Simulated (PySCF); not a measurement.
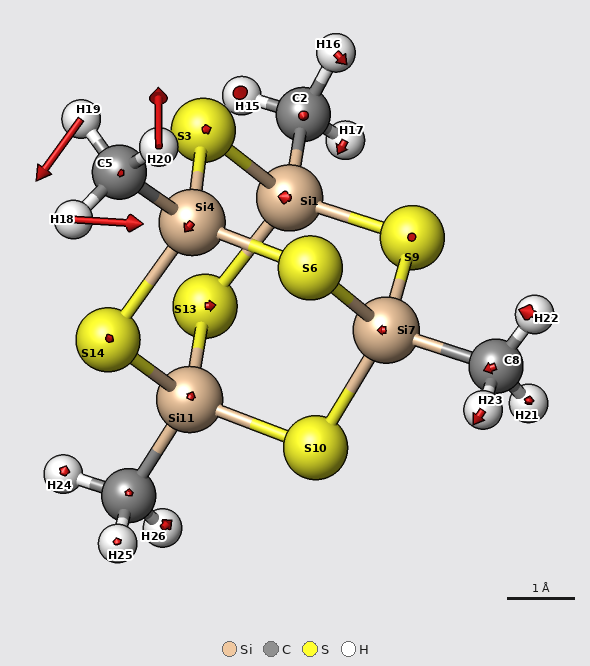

A relaxation of C₄H₁₂S₆Si₄. The starting structure is drawn; red arrows show the displacements, magnified 2 times. The two geometries are superimposed by the best rigid fit.

Style: ball-and-stick. Shown at a tilt.

The start comes from GFN2-xTB. Its atoms were then displaced at random by about 0.03 Å.

The calculation used PBE0-D3(BJ)/def2-SVP geometry optimisation, gas phase (PySCF). 

Q: Atoms of which element are displaced furthest, and by how much?

A: Hydrogen: up to 0.63 Å, against 0.11 Å for silicon.

Q: Describe the change and its energy.

A: After 11 geometry steps the energy has fallen by 95.0 kJ/mol. The atom that moves furthest after the best rigid fit is an H atom (0.63 Å). Largest moves by element: H 0.63 Å, Si 0.11 Å, C 0.11 Å, S 0.09 Å. Among the contacts that change: S–Si 2.280 → 2.146 Å, S–Si 2.256 → 2.146 Å, C–H 1.019 → 1.101 Å, S–Si 2.224 → 2.147 Å. Bond angles that change, for instance: S–Si–S 104.5° → 112.1°, H–C–H 101.7° → 109.1°, C–Si–S 112.6° → 106.6°. Groups turn about C–Si by about 35°.
